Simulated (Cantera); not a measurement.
Input: 1 mol CS2, 2.1 mol H2, 8.8 mol N2, equilibrated at 1800 K.

Cantera equilibrium calculation (NASA polynomials, part measured and part estimated; ideal gas, pure solids and liquids). Candidate condensed phases: C, C6H6, C7H8, C8H18, S; 100 gas species. The ideal-gas law is rough above about 30 bar. Kinetics and transport are ignored.

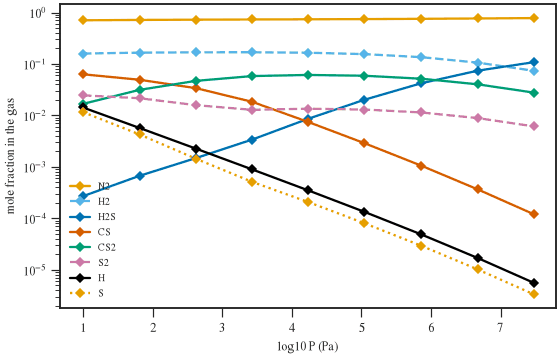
Equilibrium gas composition (values under 1e-9 drawn at 1e-9)

From 10.0 Pa to 4.20 mbar nothing is condensed. From 27.0 mbar to 300 bar the condensed part is C(graphite). The main C-bearing gas is CS at 10.0 Pa and CS2 at 300 bar.
